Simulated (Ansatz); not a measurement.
# WS2 monolayer (2H): from the cell to its phonons, part 3 of 3

Wanted: phonon frequencies of WS2 monolayer (2H) and what follows from them.

Ansatz 0.2.0; DFT PBEsol, scalar-relativistic, plane waves, PAW; PAW set soft_1.

So far. Step 3 (Relaxing to small forces for the phonons): The largest force component left is 0.059 meV/Å, within the tolerances set. Step 4 (Modes at Γ): Before it was imposed, the acoustic sum rule was missed by 6.2e-5 eV/Å² and the charge sum rule by 0.0011 e. Small misses are needed for a sound result but don't prove that mesh and cutoff are converged. The lowest optical mode is real, 295 cm⁻¹.

## (5) Phonons on a q mesh (continued)

The phonon density of states has structure finer than the step of the table below, so its rows give means over 20 cm⁻¹, whole bins alone (the curve runs from 2.5 to 438 cm⁻¹). Peaks (cm⁻¹: height): 142.5: 0.0638, 172.5: 0.0461, 347.5: 0.207, 407.5: 0.0708.

Tetrahedra on a 24×24×1 mesh, mean over bins of 5 cm-1. Interpolated from a 6×6×1 q mesh. The phonon density of states by wavenumber; means over each step:

```tsv
wavenumber (cm⁻¹)	phonon density of states (1/cm⁻¹/cell)
20	0.00356
40	0.00525
60	0.00722
80	0.00984
100	0.0140
120	0.0247
140	0.0461
160	0.0197
180	0.0184
200	0
220	0
240	0
260	0
280	4.4e-6
300	0.0140
320	0.0350
340	0.0787
360	0.0941
380	0.0151
400	0.0445
420	0.0169
```

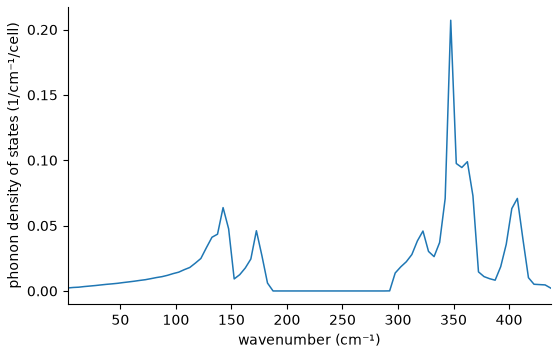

Phonon density of states against wavenumber.

The partial phonon density of states has structure finer than the step of the table below, so its rows give means over 25 cm⁻¹, whole bins alone (the curve runs from -10 to 461 cm⁻¹). Peaks (cm⁻¹: height): S 348.5: 0.138, 404.7: 0.0591; W 144.0: 0.0482, 173.7: 0.0330, 348.5: 0.0194.

Phonopy on the run's constants, 21x21x1 mesh, Gaussian sigma 3.4 cm-1. Interpolated from a 6×6×1 q mesh. Table of partial phonon density of states by wavenumber; means over each step; values in 1/cm⁻¹/cell:

```tsv
wavenumber (cm⁻¹)	S	W
25	0.00108	0.00290
50	0.00175	0.00466
75	0.00232	0.00640
100	0.00359	0.0106
125	0.00672	0.0234
150	0.00542	0.0274
175	0.00332	0.0189
200	2.3e-5	1.0e-4
225	0	0
250	0	0
275	1.7e-5	0
300	0.0140	7.0e-5
325	0.0340	6.8e-4
350	0.0948	0.0126
375	0.0272	0.00511
400	0.0365	0.00461
425	0.00882	0.00145
```

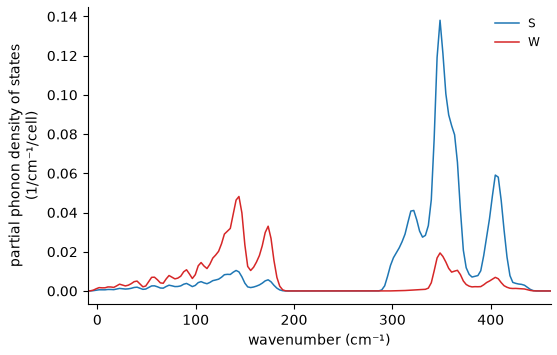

Partial phonon density of states against wavenumber.

Harmonic thermodynamic functions per atom, from the density of states. Interpolated from a 6×6×1 q mesh. Thermodynamic functions, by row:

```tsv
T (K)	F_vib (meV/atom)	S (J/mol-atom/K)	C_V (J/mol-atom/K)
0	52.23	0	0
100	49.9	5.899	8.932
200	38.99	15.1	17.54
300	19.1	22.99	21.09
400	-8.12	29.3	22.64
500	-41.24	34.45	23.42
600	-79.24	38.76	23.87
700	-121.4	42.46	24.14
800	-167.1	45.7	24.32
900	-216	48.57	24.45
1000	-267.7	51.15	24.54
```

Symmetry leaves 7 wavevectors to solve. The lowest mode among them, the acoustic zeros apart, lies at q = (0, 0.167, 0) and is real, 39.2 cm⁻¹.

## (6) Another isotope, element S, natural mass 32.06 amu

An isotope changes the mass and not the force constants, so no new electronic calculation is needed; the shifts show which modes move this element.

The same force constants with the mass of S changed from 32.060 to 33.968 u (phonopy, no LO-TO term). Both lists are sorted by frequency; levels can cross, so a row need not hold one and the same mode. Modes under 3 cm⁻¹ are left out. Isotope shifts, by row:

```tsv
q	rank	natural mass (cm⁻¹)	changed mass (cm⁻¹)
0 0 0	4	295.3	286.9
0 0 0	5	295.3	286.9
0 0 0	6	355.6	348.1
0 0 0	7	355.6	348.1
0 0 0	8	416.2	404.4
0 0 0	9	437.9	428.7
0 0.1667 0	1	39.18	38.85
0 0.1667 0	2	69.46	68.93
0 0.1667 0	3	106.3	105.7
0 0.1667 0	4	303.3	294.6
0 0.1667 0	5	316.9	308.1
0 0.1667 0	6	352.3	344.9
0 0.1667 0	7	354.6	346.2
0 0.1667 0	8	412.3	401
0 0.1667 0	9	417.1	408.3
0 0.3333 0	1	108.7	107.9
0 0.3333 0	2	116.2	115.4
0 0.3333 0	3	165.2	164.6
0 0.3333 0	4	315.6	306.6
0 0.3333 0	5	345.3	337.8
0 0.3333 0	6	347.4	337.9
0 0.3333 0	7	358.8	349
0 0.3333 0	8	376.5	368.2
0 0.3333 0	9	407.5	396.9
0 -0.5 0	1	130.1	129.2
0 -0.5 0	2	141.7	140.9
0 -0.5 0	3	177.6	177.1
0 -0.5 0	4	320.6	311.5
0 -0.5 0	5	342.4	334.9
0 -0.5 0	6	347.1	337.3
0 -0.5 0	7	366.4	356.1
0 -0.5 0	8	368.7	360.1
0 -0.5 0	9	404.8	394.4
```

A mode of this element alone would shift by -2.85 %. The highest zone-centre frequency without the field goes from 437.9 to 428.7 cm⁻¹ (-2.1 %). The product of the frequency ratios over all optical modes at Γ is 0.860; the product rule, (m/m′)^(3k/2) (M′/M)^(3/2) with k = 2 such atoms and M the mass of the cell, gives 0.860.

## (7) Another isotope, element W, natural mass 183.84 amu

The same for W, from 183.84 to 185.95 u.

A mode of this element alone would shift by -0.57 %. The highest zone-centre frequency without the field goes from 437.9 to 437.2 cm⁻¹ (-0.1 %). The product of the frequency ratios over all optical modes at Γ is 0.996; the product rule, (m/m′)^(3k/2) (M′/M)^(3/2) with k = 1 such atoms and M the mass of the cell, gives 0.996.

## (8) Outcome

```yaml
space_group_after_relaxation_within_0p01_a: P-6m2
area_per_atom: 2.86 Å²
gap_on_the_k_mesh: 1.94 eV
highest_optical_mode_at_the_zone_centre_no_lo_to_term: 438 cm⁻¹
lowest_optical_zone_centre_mode: 295 cm⁻¹
largest_born_charge_third_of_the_trace: -0.446 e
lowest_mode_on_the_q_mesh_acoustic_modes_at_gamma_apart: 39.2 cm⁻¹
highest_frequency_on_the_path_or_at_a_solved_wavevector: 438 cm⁻¹
zero_point_energy_per_atom: 52.2 meV
heat_capacity_at_300_k: 21.1 J/(mol atoms K)
vibrational_entropy_at_300_k: 23.0 J/(mol atoms K)
imaginary_modes_on_the_6x6x1_q_mesh: none
```

**Reading.** The structure is a minimum as far as tested: no mode is imaginary at the 7 irreducible wavevectors of the 6×6×1 mesh, and the softest away from the acoustic zeros lies at 39 cm⁻¹. Without the field, the optical modes at Γ span 295 to 438 cm⁻¹. The highest mode in this list at Γ, 437.9 cm⁻¹, is mostly motion of S (74 % of the kinetic energy). The strongest infrared line is at 356 cm⁻¹. Averaged over orientations, the strongest Raman line at 532 nm and 300 K is at 356 cm⁻¹. The tensors are the static, non-resonant ones, while 532 nm light (2.33 eV) lies above the computed gap. On the path and the mesh, the widest gap between branches runs from 184 to 295 cm⁻¹. In a sheet or slab the interpolated bending branch near Γ is rough, since the rotational sum rule isn't imposed. Dielectric tensors refer to the cell with its vacuum. The program warns that the interpolation holds no quadrupole term, so branches close to Γ can be off in this crystal. Spin-orbit coupling is left out, which can matter for the heavy elements here. The PAW files were made for PBE and serve the other functionals too. The starting cell was built on a prototype and not taken from a measurement. These are harmonic frequencies at zero temperature: anharmonic shifts, linewidths and thermal expansion are left out.

[Logs are printed without paths, hosts, clocks, repeated set-up lines and the standing remarks that a program may print on its own settings, such as how far it seeks lower states.]

[Hosts, paths, dates, database ids (printed as entryN), source tags and the programs' standing remarks are cut or masked in the printed files.]
